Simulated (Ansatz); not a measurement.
CH3AlClF

```yaml
atoms:
  - { symbol: Al, position_ang: [0.6930, -0.1055, 0.6975] }
  - { symbol: F, position_ang: [1.9204, -1.2264, 0.6564] }
  - { symbol: C, position_ang: [-0.6111, 0.0188, -0.7173] }
  - { symbol: H, position_ang: [-0.4398, -0.7264, -1.5097] }
  - { symbol: Cl, position_ang: [0.6659, 1.1474, 2.3790] }
  - { symbol: H, position_ang: [-1.6318, -0.1276, -0.3250] }
  - { symbol: H, position_ang: [-0.5965, 1.0198, -1.1809] }
```

All numbers below come from RKS r2SCAN-D4/def2-SVP in Ansatz.

What will maps of the electron density and electron localisation function show?

Al–F (1.66 Å): ρ is about 0.79 e/Å³ halfway; the ELF peaks at about 0.85 in the valence shell of F, 0.6 Å from its nucleus, and is about 0.25 at the midpoint.
C–Al (1.93 Å): the density is about 0.74 e/Å³ at the midpoint; the ELF peaks at about 0.95 between the atoms, as expected for a polar covalent bond.
Al–Cl (2.10 Å): ρ at the midpoint is about 0.7 e/Å³; the ELF peaks at about 0.85 in the valence shell of Cl, 0.9 Å from its nucleus, and is about 0.80 at the midpoint.
C–H (1.10 Å): ρ at the midpoint is about 1.8 e/Å³; the ELF climbs to about 1 towards the hydrogen, as it does in any bond to H: a covalent bond by its length.

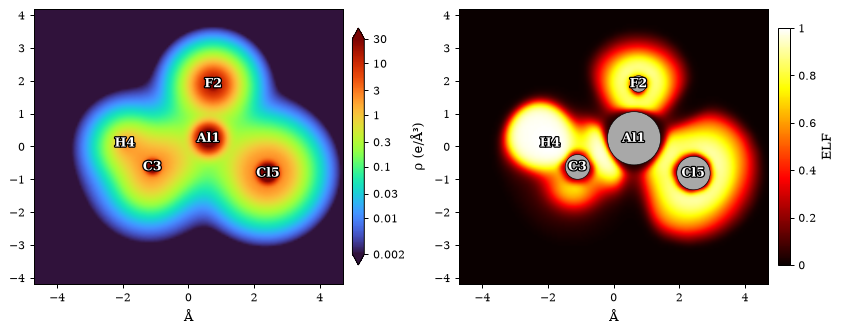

Computed electron density and electron localisation function on the plane of atoms Al1, C3 and H4, in this order. Grey discs cover the atomic cores in the ELF map. 
